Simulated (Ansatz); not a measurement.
Geometry relaxation, with input and output: CH$_{6}$BNSi (part 2 of 2)

The same run, continued: CH$_{6}$BNSi; UKS PBE-D4/STO-3G (Ansatz 0.2.0). It belongs to a series of runs on one base structure; here: end point B relaxed.

Geometry of the input (Å):
```
N  -1.5501  -0.5866  -0.9056
C  -0.5002  -1.1334  -0.0113
B  0.6173  -0.1739  0.4920
Si 1.5396  1.3832  0.6616
H  -1.1185  -0.1978  -1.7390
H  -2.0290  0.1782  -0.4387
H  1.0063  -1.2190  0.8461
H  -1.0385  -1.5876  0.8309
H  1.3965  2.3519  1.7516
H  2.7450  1.7476  -0.0875
```

Trajectory as extended XYZ, continued:
```
10
Properties=species:S:1:pos:R:3:forces:R:3 step=7 energy=-11034.33616
N    -1.5765   -0.4810   -0.8839    0.4498   1.3229   0.9456
C    -0.6243   -0.9282    0.1859   -0.4633   0.4637  -0.6720
B     0.7150   -0.4163    0.4476    0.3337  -0.1715  -0.1044
Si    1.4734    1.2881    0.4302    0.4248   0.2882   0.0868
H    -1.0284    0.2744   -1.4499   -0.4619  -0.3258   0.6136
H    -2.3670    0.1187   -0.3890    0.6410  -1.0552  -0.6416
H     1.5660   -1.1491    0.8277   -0.0836  -0.0603  -0.0679
H    -1.0120   -1.8523    0.6661   -0.1946   0.0098   0.1256
H     0.9560    2.5301    1.0813    0.0738  -0.4809  -0.5036
H     2.9661    1.3783    0.4841   -0.7196   0.0091   0.2180
10
Properties=species:S:1:pos:R:3:forces:R:3 step=8 energy=-11034.64954
N    -1.4972   -0.4318   -0.8513   -0.9804   1.9520   0.6216
C    -0.6136   -0.9023    0.1846    0.2713  -0.1261  -0.1190
B     0.7632   -0.4565    0.4036    0.1882  -0.0249   0.0837
Si    1.4883    1.2566    0.3693    0.3979   0.3349   0.2870
H    -1.0152    0.4214   -1.3286   -0.4775  -0.5241   0.4972
H    -2.4291   -0.0179   -0.3887    1.2261  -0.9949  -0.9912
H     1.5831   -1.2005    0.7988    0.0413  -0.1936  -0.0467
H    -1.0612   -1.7945    0.6793   -0.0510   0.1117   0.1498
H     0.8916    2.5109    0.9232    0.0889  -0.5266  -0.5028
H     2.9584    1.3773    0.6101   -0.7049  -0.0084   0.0205
10
Properties=species:S:1:pos:R:3:forces:R:3 step=9 energy=-11034.87349
N    -1.4569   -0.3415   -0.8227   -1.0521   0.9816   1.1781
C    -0.5737   -0.9064    0.1722   -0.5765   0.5047  -0.3245
B     0.8149   -0.5033    0.4167    0.3388   0.0544  -0.1169
Si    1.5102    1.2158    0.3610    0.0852   0.2759   0.1631
H    -1.0376    0.5780   -1.2201   -0.4040  -0.6222   0.4511
H    -2.4903   -0.1284   -0.4309    1.9691  -0.5172  -0.8933
H     1.6229   -1.2754    0.7827   -0.0842  -0.1418   0.0324
H    -1.0804   -1.7450    0.7023    0.0132  -0.0619  -0.1466
H     0.8127    2.4808    0.7445    0.2422  -0.5432  -0.3564
H     2.9466    1.3879    0.6943   -0.5316   0.0697   0.0130
10
Properties=species:S:1:pos:R:3:forces:R:3 step=10 energy=-11035.02204
N    -1.4167   -0.2770   -0.7714   -1.0823   0.7533   0.7425
C    -0.5558   -0.9023    0.1820   -0.4163   0.1662  -0.1522
B     0.8486   -0.5527    0.4206    0.1372   0.1230  -0.1500
Si    1.4755    1.1829    0.3326    0.3144   0.3193   0.2539
H    -1.0117    0.6400   -1.1680   -0.1863  -0.5169   0.4221
H    -2.4494   -0.1015   -0.4209    1.4892  -0.3840  -0.6435
H     1.6438   -1.3346    0.7817   -0.0424  -0.1400   0.0451
H    -1.0872   -1.7494    0.6817    0.0524   0.0890  -0.1654
H     0.7398    2.4430    0.6302    0.1487  -0.5003  -0.2978
H     2.8814    1.4141    0.7316   -0.4146   0.0904  -0.0547
10
Properties=species:S:1:pos:R:3:forces:R:3 step=11 energy=-11035.18144
N    -1.3955   -0.2079   -0.7107   -0.4188   0.5485   0.1287
C    -0.5507   -0.8839    0.1891    0.0853  -0.1890  -0.0206
B     0.8748   -0.5915    0.4117    0.1932   0.2317   0.0773
Si    1.4995    1.1416    0.3445   -0.0685   0.2262   0.0448
H    -1.0013    0.7202   -1.0515   -0.1528  -0.2007   0.1272
H    -2.4272   -0.1243   -0.4438    0.4479  -0.0796  -0.1965
H     1.6342   -1.4011    0.7879   -0.0946  -0.1343   0.0246
H    -1.0932   -1.7470    0.6362    0.0283  -0.0424  -0.0090
H     0.6653    2.3642    0.4624    0.2427  -0.3861  -0.1469
H     2.8625    1.4924    0.7743   -0.2627   0.0258  -0.0295
10
Properties=species:S:1:pos:R:3:forces:R:3 step=12 energy=-11035.24299
N    -1.3773   -0.1174   -0.6518    0.6873  -0.5582   0.3988
C    -0.5211   -0.9060    0.1676   -0.3790   0.5970  -0.3137
B     0.9030   -0.6291    0.4458   -0.0301  -0.0486  -0.0954
Si    1.4984    1.1030    0.3211    0.1100   0.2805   0.2090
H    -1.0037    0.8280   -0.9305   -0.0326  -0.0045   0.0781
H    -2.4041   -0.1183   -0.4453   -0.2705   0.0284   0.0262
H     1.6188   -1.4718    0.8370   -0.0420  -0.0011   0.0083
H    -1.0767   -1.7862    0.5646   -0.0039  -0.0048  -0.1197
H     0.6272    2.2929    0.2863    0.0963  -0.2392  -0.1088
H     2.8039    1.5676    0.8053   -0.1355  -0.0495  -0.0827
10
Properties=species:S:1:pos:R:3:forces:R:3 step=13 energy=-11035.27880
N    -1.3695   -0.0873   -0.6104   -0.0431   0.0061   0.0386
C    -0.5175   -0.8937    0.1606    0.0284  -0.0581  -0.0176
B     0.9038   -0.6270    0.4711    0.0471  -0.0487   0.0076
Si    1.5152    1.0972    0.3483   -0.0949   0.0111   0.0673
H    -1.0299    0.8906   -0.8174   -0.1050  -0.1176   0.0499
H    -2.4080   -0.1541   -0.4508    0.0089   0.0711  -0.0520
H     1.5882   -1.4923    0.8723   -0.0487   0.0643   0.0105
H    -1.0563   -1.8234    0.4682    0.0801   0.1301  -0.0641
H     0.6384    2.2590    0.1384    0.1153  -0.0971  -0.0055
H     2.8040    1.5936    0.8198    0.0119   0.0388  -0.0347
10
Properties=species:S:1:pos:R:3:forces:R:3 step=14 energy=-11035.26736 accepted=F
N    -1.4013   -0.0734   -0.5703   -0.0455   0.3918  -0.1362
C    -0.4969   -0.8718    0.1382   -0.7802  -0.3770  -0.0737
B     0.9029   -0.6266    0.4825    0.5746   0.2241   0.2582
Si    1.5504    1.0786    0.4233   -0.0440   0.2461  -0.2416
H    -1.1451    0.9300   -0.7503    0.0447  -0.0182   0.0099
H    -2.4385   -0.2231   -0.4807    0.1160  -0.0871   0.0512
H     1.5482   -1.4939    0.9210    0.0271  -0.1500   0.0312
H    -1.0192   -1.8248    0.3803    0.1298  -0.1175   0.0235
H     0.7293    2.2261    0.0442   -0.0928   0.0480  -0.0098
H     2.8388    1.6417    0.8119    0.0702  -0.1602   0.0872
10
Properties=species:S:1:pos:R:3:forces:R:3 step=15 energy=-11035.28939
N    -1.3823   -0.0777   -0.5941   -0.0202   0.0311   0.0105
C    -0.5110   -0.8905    0.1476   -0.0857  -0.0587   0.0066
B     0.9022   -0.6232    0.4876    0.0440   0.0268   0.0118
Si    1.5259    1.0941    0.3738   -0.0305   0.0144   0.0052
H    -1.0766    0.9140   -0.7730   -0.0352  -0.0501   0.0300
H    -2.4216   -0.1806   -0.4647    0.0444   0.0058  -0.0165
H     1.5699   -1.4895    0.9075   -0.0133   0.0039   0.0036
H    -1.0340   -1.8385    0.4157    0.0465   0.0461  -0.0355
H     0.6722    2.2523    0.0919    0.0484  -0.0214  -0.0107
H     2.8236    1.6022    0.8079    0.0017   0.0020  -0.0051
10
Properties=species:S:1:pos:R:3:forces:R:3 step=16 energy=-11035.29439
N    -1.3962   -0.0674   -0.5726   -0.1119   0.1136   0.0145
C    -0.5106   -0.8869    0.1433   -0.0797  -0.1467  -0.0575
B     0.8936   -0.6116    0.5144    0.0023   0.0277   0.0115
Si    1.5387    1.0949    0.3899   -0.0239   0.0942  -0.0080
H    -1.1327    0.9450   -0.6979   -0.0236  -0.1135   0.0251
H    -2.4350   -0.2234   -0.4901    0.1415   0.0094  -0.0079
H     1.5483   -1.4830    0.9410    0.0110  -0.0108   0.0245
H    -1.0073   -1.8661    0.3460    0.0500   0.0973  -0.0035
H     0.7276    2.2587    0.0203    0.0118  -0.0355   0.0025
H     2.8421    1.6026    0.8059    0.0225  -0.0357  -0.0013
10
Properties=species:S:1:pos:R:3:forces:R:3 step=17 energy=-11035.29688
N    -1.4082   -0.0627   -0.5571   -0.0431  -0.0598   0.0022
C    -0.5116   -0.8892    0.1341    0.0388   0.0858  -0.0271
B     0.8826   -0.5945    0.5267    0.0385  -0.0923   0.0433
Si    1.5425    1.1034    0.3949   -0.0120   0.0353   0.0063
H    -1.1698    0.9541   -0.6602    0.0276   0.0184   0.0154
H    -2.4388   -0.2542   -0.5118   -0.0181  -0.0048  -0.0082
H     1.5353   -1.4629    0.9673   -0.0079   0.0242  -0.0215
H    -0.9852   -1.8793    0.3107   -0.0584  -0.0421   0.0004
H     0.7589    2.2742   -0.0009    0.0053   0.0195  -0.0175
H     2.8629    1.5738    0.7963    0.0293   0.0159   0.0068
10
Properties=species:S:1:pos:R:3:forces:R:3 step=18 energy=-11035.29721
N    -1.4137   -0.0604   -0.5505   -0.0486   0.0114   0.0013
C    -0.5097   -0.8908    0.1260   -0.0073   0.0231   0.0677
B     0.8795   -0.5910    0.5378   -0.0030  -0.0395  -0.0258
Si    1.5425    1.1079    0.4093   -0.0081   0.0288  -0.0468
H    -1.1883    0.9630   -0.6267    0.0007  -0.0419  -0.0005
H    -2.4427   -0.2692   -0.5204    0.0416   0.0148  -0.0040
H     1.5321   -1.4607    0.9741   -0.0060   0.0154   0.0170
H    -0.9819   -1.8864    0.2889    0.0158   0.0071  -0.0423
H     0.7810    2.2776   -0.0373    0.0146  -0.0230   0.0218
H     2.8698    1.5727    0.7988    0.0003   0.0037   0.0117
10
Properties=species:S:1:pos:R:3:forces:R:3 step=19 energy=-11035.29773
N    -1.4161   -0.0601   -0.5469   -0.0084   0.0090   0.0067
C    -0.5114   -0.8891    0.1302    0.0157  -0.0190  -0.0225
B     0.8797   -0.5912    0.5368   -0.0188  -0.0046   0.0108
Si    1.5454    1.1069    0.4031   -0.0082   0.0244  -0.0047
H    -1.1913    0.9625   -0.6236   -0.0017  -0.0050   0.0001
H    -2.4441   -0.2704   -0.5208    0.0085   0.0044  -0.0021
H     1.5305   -1.4584    0.9800    0.0009   0.0023  -0.0026
H    -0.9790   -1.8889    0.2789    0.0059   0.0121   0.0107
H     0.7847    2.2782   -0.0393    0.0088  -0.0183   0.0072
H     2.8701    1.5731    0.8015   -0.0028  -0.0053  -0.0037
10
Properties=species:S:1:pos:R:3:forces:R:3 step=20 energy=-11035.29779
N    -1.4151   -0.0602   -0.5478   -0.0007  -0.0027   0.0027
C    -0.5109   -0.8898    0.1291    0.0040   0.0033   0.0007
B     0.8794   -0.5914    0.5369   -0.0034  -0.0072   0.0005
Si    1.5442    1.1069    0.4025    0.0019   0.0044   0.0015
H    -1.1886    0.9618   -0.6263    0.0017   0.0021  -0.0005
H    -2.4432   -0.2686   -0.5208   -0.0018   0.0001  -0.0016
H     1.5313   -1.4584    0.9791   -0.0006   0.0026  -0.0016
H    -0.9799   -1.8879    0.2826   -0.0007  -0.0016  -0.0002
H     0.7818    2.2779   -0.0348   -0.0006  -0.0005  -0.0011
H     2.8693    1.5724    0.7995    0.0002  -0.0005  -0.0003
```

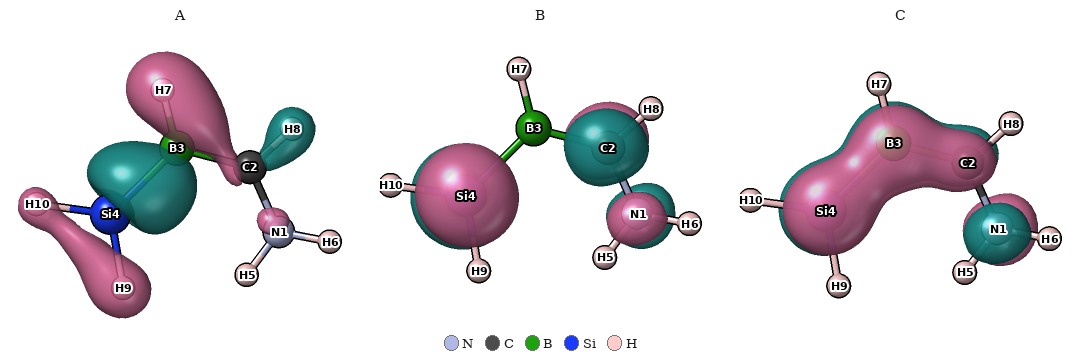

Fig. 1: Three frontier orbitals at ±0.15 Å⁻³ᐟ² (teal and pink are the two phases). A is the HOMO−1 (α) (−4.40 eV). It lies mainly on B3 (30 %), Si4 (30 %) and H7 (15 %). C is the HOMO (α) (−1.73 eV). By Hirshfeld shares it lies mainly on Si4 (30 %), B3 (25 %), N1 (20 %) and C2 (15 %). B is the LUMO (α) (0.39 eV). Its weight (Hirshfeld) is mainly on Si4 (45 %), C2 (25 %) and N1 (15 %). The HOMO–LUMO gap is 2.12 eV between the orbital energies.

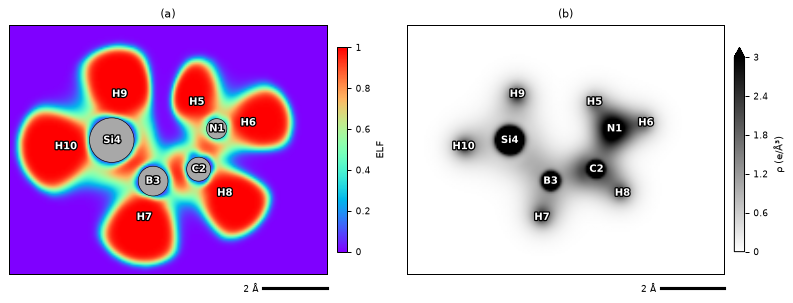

Fig. 2: (a) electron localisation function; (b) total electron density on the plane of atoms C2, B3 and Si4. Grey discs, where drawn, cover atomic cores. The section cuts through N, C, B, Si and H sites. C–N (1.40 Å): ρ is about 2 e/Å³ halfway, with its minimum of 1.7 e/Å³ about 0.5 Å from C; the ELF peaks at about 0.90 between the atoms, which marks localised, shared-pair bonding.

Summary:

| quantity | value |
| --- | --- |
| outcome | converged |
| total energy | −11035.2978 eV |
| mean-field energy | −11035.0998 eV |
| largest force (length of the vector) at the end | 0.008 eV/Å |
| hardware | 1 thread of Arm Neoverse V1, 24 GiB of memory available, shared host |
| wall time | 62 s |
| peak memory | 0.16 GiB |
